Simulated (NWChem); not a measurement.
# CH2BN (BH2(CN)): levels of theory compared

Wanted: a comparison of 6 runs (HF/3-21G, HF/def2-SVP, PBE/def2-TZVP, B3LYP/6-31G*, B3LYP/def2-SVPD, CCSD(T)/3-21G) of CH2BN (BH2(CN)). 

The calculation is run with NWChem 7.3.0.

## Step 1: The molecule

CH2BN: 5 atoms, total charge 0, spin state singlet. As SMILES, `[H]B([H])C#N`. Geometry: relaxed at GFN2-xTB.

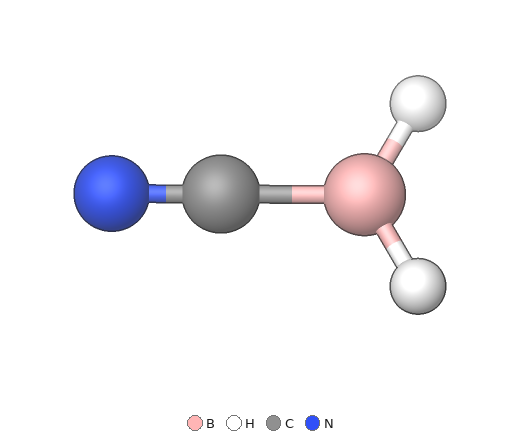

The structure, seen from a chosen angle (boron pink, hydrogen white, carbon grey, nitrogen blue).

## Step 2: Energy and forces at HF/3-21G (run 1)

File ch2bn.nw:

```
start ch2bn
title "CH2BN gradient"
memory stack 880 mb heap 220 mb global 1100 mb

geometry units atomic noautosym nocenter noautoz
B      0.57398541     0.99694391     0.01606267
H      2.77574312     0.95618252     0.11020883
H     -0.56364861     2.88372207    -0.05096591
C     -0.85164287    -1.47702884    -0.02277120
N     -1.93443704    -3.35981967    -0.05253439
end

basis "ao basis" spherical bse
* library 3-21G
end

scf
thresh 1e-08
maxiter 80
noprint "final vectors analysis"
end

task scf gradient
```

Launch:

```console
$ nwchem ch2bn.nw > ch2bn.out
```

Standard output:

```text
[...]
  functions       =    31
[...]
  wavefunction    = RHF
[...]
         Total SCF energy =   -117.480183972519
      One-electron energy =   -249.692700926940
      Two-electron energy =     85.677510606278
 Nuclear repulsion energy =     46.535006348143
        Time for solution =      0.5s
[...]
                         RHF ENERGY GRADIENTS
    atom               coordinates                        gradient
                 x          y          z           x          y          z
   1 B       0.573985   0.996944   0.016063   -0.001402  -0.002534   0.000035
   2 H       2.775743   0.956183   0.110209   -0.008153  -0.000895  -0.000369
   3 H      -0.563649   2.883722  -0.050966    0.003297  -0.007484   0.000184
   4 C      -0.851643  -1.477029  -0.022771    0.013525   0.023628   0.000351
   5 N      -1.934437  -3.359820  -0.052534   -0.007267  -0.012716  -0.000202
[...]
```

It took 1.4 s on 1 thread of Intel Xeon Platinum 8259CL at 2.50GHz (Skylake/Cascade Lake), shared host; peak memory 0.1 GiB.

## Step 3: Energy and forces at HF/def2-SVP (run 2)

File ch2bn.nw:

```
start ch2bn
memory 2200 mb
geometry units angstroms noautosym nocenter noautoz
  B      0.303740     0.527560     0.008500
  H      1.468860     0.505990     0.058320
  H     -0.298270     1.526000    -0.026970
  C     -0.450670    -0.781610    -0.012050
  N     -1.023660    -1.777940    -0.027800
end
basis spherical bse
  * library def2-SVP
end
scf
  thresh 1e-08
  maxiter 80
  print low
end
task scf gradient
```

Launch:

```console
$ nwchem ch2bn.nw > ch2bn.out
```

Standard output:

```text
[...]
  functions       =    52
[...]
  wavefunction    = RHF
[...]
         Total SCF energy =   -118.048122159887
      One-electron energy =   -250.517145737379
      Two-electron energy =     85.934013886695
 Nuclear repulsion energy =     46.535009690797
        Time for solution =      2.6s
[...]
                         RHF ENERGY GRADIENTS
    atom               coordinates                        gradient
                 x          y          z           x          y          z
   1 B       0.573985   0.996944   0.016063   -0.005725  -0.010026  -0.000086
   2 H       2.775743   0.956182   0.110209   -0.013714  -0.000044  -0.000613
   3 H      -0.563649   2.883722  -0.050966    0.006817  -0.011878   0.000378
   4 C      -0.851643  -1.477029  -0.022771    0.028777   0.050107   0.000766
   5 N      -1.934437  -3.359819  -0.052534   -0.016156  -0.028158  -0.000444
 Task  times  cpu:        3.9s     wall:        3.9s
 Total times  cpu:        3.9s     wall:        3.9s
```

It took 4.5 s on 1 thread of Intel Xeon Platinum 8259CL at 2.50GHz (Skylake/Cascade Lake), shared host; peak memory 0.1 GiB.

Runs 3 to 5 aren't shown in full; the table further down has their settings and results.

## Step 4: The energy at CCSD(T)/3-21G (run 6)

File mymol.nw:

```
start mymol
memory 2200 mb
geometry units bohr noautosym nocenter noautoz
 B      0.57398541     0.99694391     0.01606267
 H      2.77574312     0.95618252     0.11020883
 H     -0.56364861     2.88372207    -0.05096591
 C     -0.85164287    -1.47702884    -0.02277120
 N     -1.93443704    -3.35981967    -0.05253439
end
basis spherical bse
 * library 3-21G
end
scf
 thresh 1e-08
 maxiter 80
end
ccsd
 freeze core 3
 maxiter 60
end
task ccsd(t) energy
```

Launch:

```console
$ nwchem mymol.nw > mymol.out
```

Standard output:

```text
[...]
  functions       =    31
[...]
  wavefunction    = RHF
[...]
         Total SCF energy =   -117.480183972519
      One-electron energy =   -249.692700926940
      Two-electron energy =     85.677510606278
 Nuclear repulsion energy =     46.535006348143
        Time for solution =      0.5s
[...]
 Total MP2 energy:           -117.728953869126912
[...]
             energy      energy      error      ampl     ampl      Block
                                                time     time      time
[...]
 Total CCSD energy:           -117.739626279214704
[...]
 Total CCSD+T(CCSD) energy:           -117.749532765081739
[...]
 Total CCSD(T) energy:                -117.748797563864272
[...]
```

Run time: 4.5 s. Hardware: 1 thread of Intel Xeon Platinum 8259CL at 2.50GHz (Skylake/Cascade Lake), shared host; peak memory 0.1 GiB.

## Step 5: All runs side by side

| run | level | iteration cap | module | energy (Eh) | largest force (eV/Å) | wall time |
| --- | --- | --- | --- | --- | --- | --- |
| 1 | HF/3-21G | 80 | scf | -117.480184 | 1.400 | 1.4 s |
| 2 | HF/def2-SVP | 80 | scf | -118.048122 | 2.972 | 4.5 s |
| 3 | PBE/def2-TZVP | 100 | dft | -118.749667 | 2.201 | 37 s |
| 4 | B3LYP/6-31G* (spherical functions) | 100 | dft | -118.871813 | 2.054 | 14 s |
| 5 | B3LYP/def2-SVPD | 100 | dft | -118.788412 | 1.672 | 26 s |
| 6 | CCSD(T)/3-21G | 80 | ccsd(t) | -117.748798 | – | 4.5 s |

## Step 6: What came out

```
                                          quantity          value
                               run 6: total energy  -117.74880 Eh
        run 6: HOMO energy (Hartree–Fock orbitals)      -12.84 eV
        run 6: LUMO energy (Hartree–Fock orbitals)        0.76 eV
      run 6: HOMO–LUMO gap (Hartree–Fock orbitals)       13.59 eV
run 6: correlation energy (3 core orbitals frozen)     -268.6 mEh
                             run 6: (T) correction      -9.17 mEh
```

In words: Over runs 1, 4, 5 the dipole moment (its size) runs from 2.51 D (B3LYP/6-31G*) to 2.72 D (HF/3-21G). The two ends differ in method and basis. Totals of different functionals can't be ranked against each other. All runs together took 87 s, the longest 37 s.
